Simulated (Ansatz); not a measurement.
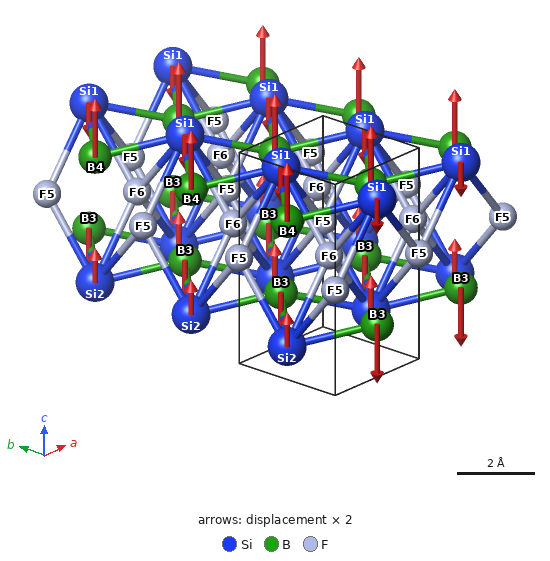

This is a relaxation of a crystal of SiBF (a generated structure, set up in P4/nmm) (coarse preliminary run). The starting structure is drawn; red arrows show the displacements (the part carried along by the change of the cell is left out), 2 times their true length.

The picture is a ball-and-stick view of the cell of the calculation, repeated 2 × 3 × 1 with one cell outlined, seen from a free direction.

Theory: DFT PBE, scalar-relativistic, plane waves, PAW (Ansatz 0.2.0).

Input
```yaml
crystal:
  lattice:
    - [3.32603618, 0.0, 0.0]
    - [0.0, 3.32603618, 0.0]
    - [0.0, 0.0, 5.95595162]
  atoms:
    - { symbol: Si, position: [0.5, 0.0, 0.84346604] }
    - { symbol: Si, position: [0.0, 0.5, 0.15653396] }
    - { symbol: B, position: [0.5, 0.0, 0.24916475] }
    - { symbol: B, position: [0.0, 0.5, 0.75083525] }
    - { symbol: F, position: [0.0, 0.0, 0.5] }
    - { symbol: F, position: [0.5, 0.5, 0.5] }
basis:
  ecutwfc: 420
kpoints:
  mp_grid: { grid: [6, 6, 4] }
hamiltonian:
  xc: pbe
scf:
  occupations: { method: gaussian, width: 0.1 }
  lower_state_search: "off"
output:
  forces: true
  stress: true
  eigenvalues: true
relax:
  adjacent_minimum: "off"
  f_tol: 0.04
  max_steps: 70
  cell: { stress_tol: 0.4 }
```

Launched with:
```bash
ansatz run input.yaml --threads 1 --pin off --max-ram 2048MiB --backend cpu --events-out ev --progress --plain --runs-dir out
```

Q: Atoms of which element are displaced furthest, and by how much?

A: Boron: up to 0.83 Å, against 0.49 Å for silicon.

Q: What did the optimiser do to the structure, and how much energy did it gain?

A: Over 9 accepted moves (10 points after the start) the energy falls by 331 meV per atom. Largest force component: 1.8 eV/Å at the start, 0.017 eV/Å at the end. Pressure: −6.43 GPa at the start and −0.25 GPa at the end. At 1 point the geometry stayed and the basis and grid were re-selected for the new cell (energy shift of 1.1 meV per atom at most each time). The largest moves relative to the cell, 0.83 Å, are those of B3 and B4. B4 goes along +c. Largest moves by element: B 0.83 Å, Si 0.49 Å. F stays in place. Cell: a = b 3.326 → 3.108 Å (−6.6 %), c 5.956 → 6.118 Å (+2.7 %). Volume −10.3 %. Some distances before and after: Si1–Si2 3.001 → 3.637 Å, Si1–F5 2.636 → 2.238 Å, Si1–B3 2.416 → 2.141 Å, Si1–B4 2.416 → 2.324 Å. Bond angles that change, for instance: B3–Si1–B4 103.2° → 71.0°, Si1–B4–Si2 76.8° → 109.0°, B4–Si1–B4 153.6° → 142.0°. The space group stays P4/nmm (No. 129).
